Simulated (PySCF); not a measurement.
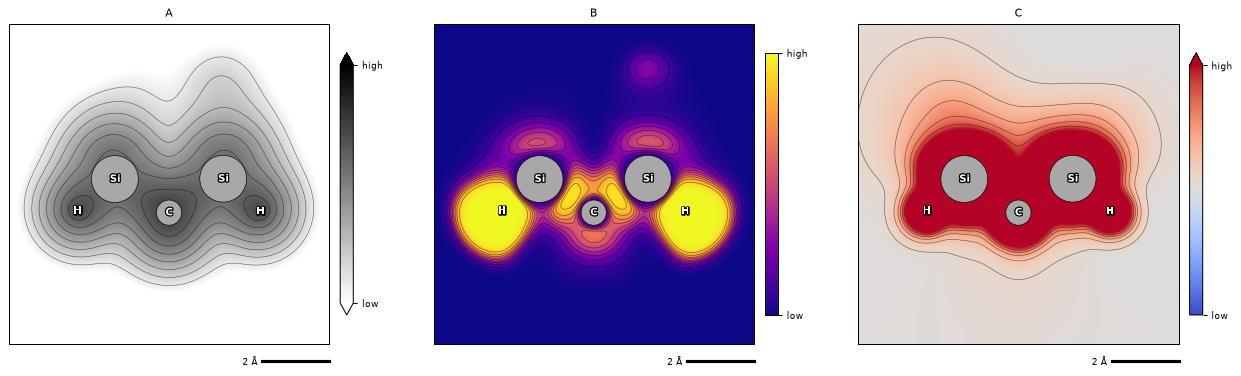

CH₁₁FSi₄ (SMILES F[SiH2][SiH2]C[SiH2][SiH3]): 3 fields on the plane of atoms C4, Si5 and H13, with unlabelled colour scales. Grey discs cover the atomic cores.

Geometry: GFN2-xTB.

Theory: PySCF 2.14.0, PBE0/pcSseg-1, SCF density, gas phase, non-relativistic.

Q: Which field does each panel show? The fields are: electron density, electron localisation function and electrostatic potential.

A: Panel A: electron density. Panel B: electron localisation function. Panel C: electrostatic potential (strongly positive close to the atoms and fading to about zero outside). From the grid: C–Si (1.90 Å): ρ at the midpoint is about 0.88 e/Å³; the ELF peaks at about 0.95 between the atoms, as expected for a covalent bond.
